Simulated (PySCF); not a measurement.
# CH7AsNSi, doublet, SMILES `N[CH][SiH2][AsH2]`: electronic structure

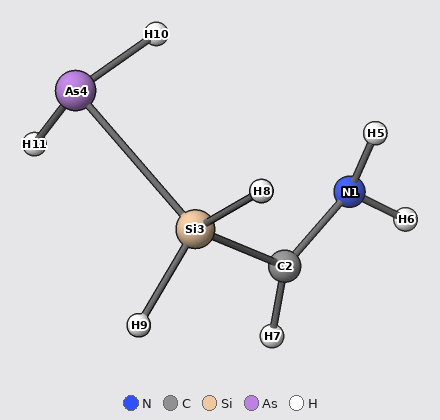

The molecule, with its atoms numbered as below. No frequency check shows the geometry to be a minimum.

Geometry (Å), atoms numbered from 1:

```
N1       2.5021    1.0468    0.1461
C2       2.1246   -0.1657   -0.4043
Si3      0.5909   -1.0262    0.1478
As4     -1.3992    0.2252   -0.0072
H5       2.2452    1.1770    1.1135
H6       3.4278    1.3810   -0.0766
H7       2.5875   -0.3672   -1.3588
H8       0.7413   -1.3536    1.5873
H9       0.4827   -2.2778   -0.6136
H10     -0.6810    1.4914    0.3708
H11     -1.1646    0.5512   -1.4532
```

Part 1: Bonding charge

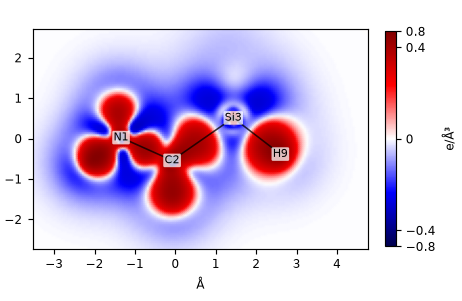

Deformation density (molecule less spherical, spin-averaged free atoms) in the plane of N1, C2, Si3 and H9; colour scale in e/Å³, logarithmic beyond ±0.1; red: gain, blue: loss.

Method: CAM-B3LYP/def2-SVPD; geometry: GFN2-xTB; program: PySCF. The stability of the open-shell solution wasn't checked. GFN2-xTB doesn't know the spin state, so this open-shell geometry is rough.

Question: How much density has each bond in this plane gained at its critical point, relative to the free atoms?

Answer: N1–C2: +0.31 e/Å³ at the bond critical point (bond length 1.38 Å). Si3–H9: +0.18 e/Å³ at the bond critical point (bond length 1.47 Å). C2–Si3: +0.15 e/Å³ at the bond critical point (bond length 1.84 Å). In all, 2.4 electrons gather in the regions of gain relative to the promolecule.

Question: Where do the Hirshfeld charges lie?

Answer: The highest Hirshfeld charge is on Si3 (+0.25 e), the lowest on N1 (−0.16 e).

Part 2: Local ionisation energy

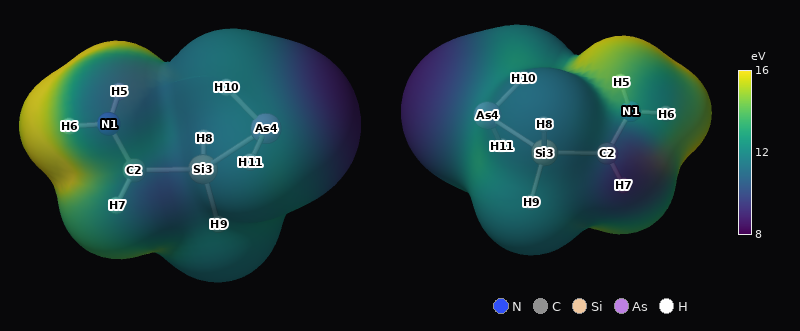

Average local ionisation energy on the surface of electron density 0.001 a.u. (back view left, front view right).

Question: Where are the most loosely bound electrons on this surface?

Answer: The lowest value is 8.5 eV, 2.1 Å from C2. Further minima include 8.7 eV, 2.4 Å from As4; 9.9 eV, off the C2–H7 bond (2.0 to 2.1 Å from its atoms); 10.4 eV, off the N1–H5 bond (2.0 to 2.2 Å from its atoms). For comparison, the highest occupied orbital lies at −6.0 eV.

Question: What volume does the surface enclose, and what is the dipole moment?

Answer: About 141 Å³; the dipole moment is 2.3 D.

Part 3: Spin density

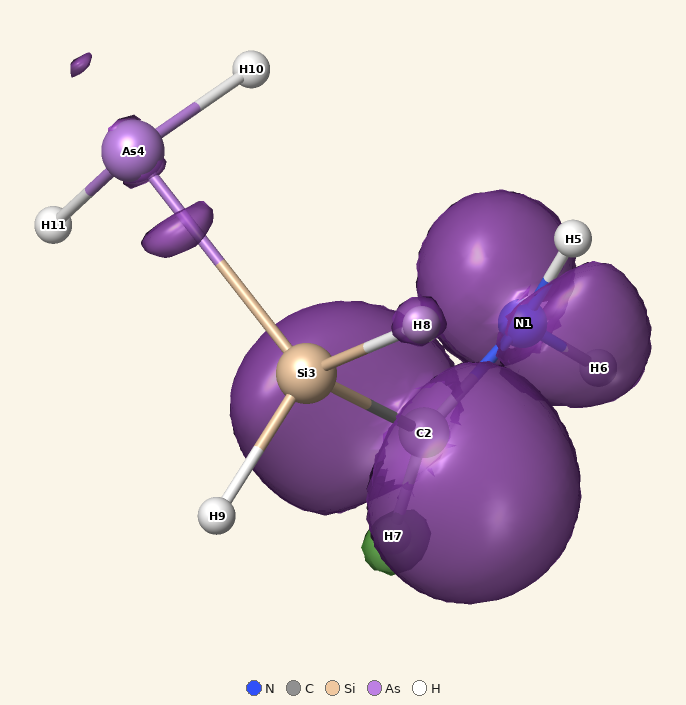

Spin density ρα − ρβ at ±0.02 e/Å³ (purple: excess α, green: excess β).

Question: How is the spin shared among the atoms?

Answer: Hirshfeld spin populations: C2 +0.55, N1 +0.21, Si3 +0.09, As4 +0.06 and H7 +0.05. ⟨S²⟩ = 0.76, as for a pure state.

Part 4: In an electric field

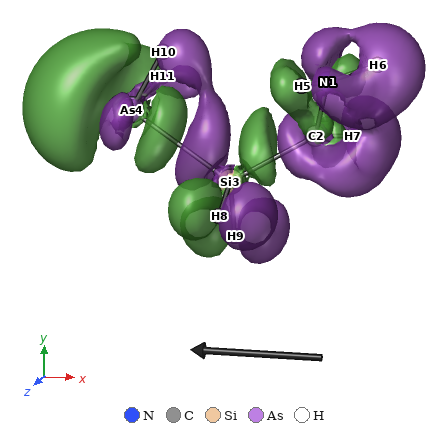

Change of the electron density in a uniform field of 0.41 V/Å along −x (arrow), surfaces at ±0.003 e/Å³ (purple: gain, green: loss).

Method: PBE0/def2-SVPD; geometry: GFN2-xTB; program: PySCF. The stability of the open-shell solution wasn't checked. GFN2-xTB doesn't know the spin state, so this open-shell geometry is rough.

Question: How large is the response?

Answer: The induced dipole is 2.13 D (along the field); α along this axis, from the fields in both directions, is 106 bohr³ (15.8 Å³).

Question: Which atoms gain and lose the most charge?

Answer: Electrons gather most on H6 (Hirshfeld charge changes by −0.019 e) and leave As4 most (+0.066 e); 0.145 electrons are displaced in all.

Part 5: Removing or adding an electron

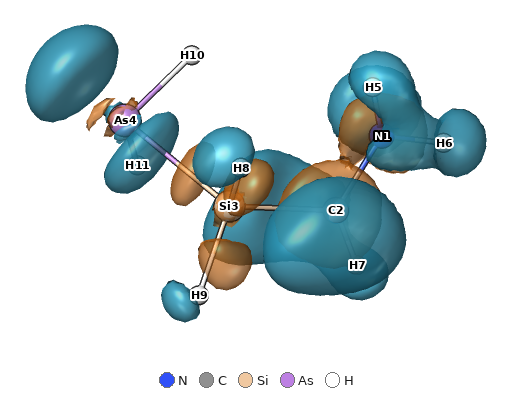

Fukui function f⁺ = ρ(N+1) − ρ(N) at fixed geometry, surfaces at ±0.02 e/Å³ (light blue positive, orange negative).

PySCF calculation, B3LYP/cc-pVDZ, gas phase; geometry: GFN2-xTB. GFN2-xTB doesn't know the spin state, so this open-shell geometry is rough.

Question: Which atoms respond most to the addition of an electron?

Answer: f⁺ (Hirshfeld-condensed) is largest on As4 (0.20), C2 (0.19) and Si3 (0.17); the vertical electron affinity is −0.83 eV (to the singlet anion, which needn't be its lowest state; negative, but this basis has no diffuse functions, so it doesn't show that the anion is unbound). Condensed values hint at sites of nucleophilic attack but needn't mark the atom that reacts. Shares this close don't rank the sites. Orbital relaxation makes it negative in places (0.20 e in all).

```csv
atom,f⁺,charge
N1,+0.10,−0.16
C2,+0.19,−0.13
Si3,+0.17,+0.24
As4,+0.20,+0.02
H5,+0.05,+0.12
H6,+0.06,+0.13
H7,+0.07,+0.03
H8,+0.05,−0.10
H9,+0.05,−0.08
H10,+0.03,−0.04
H11,+0.03,−0.04
```

The PySCF runs shown took 97 s, 3.1 min and 110 s on 1 thread of Intel(R) Xeon(R) Processor @ 2.50GHz (Skylake/Cascade Lake), with other jobs on the host.
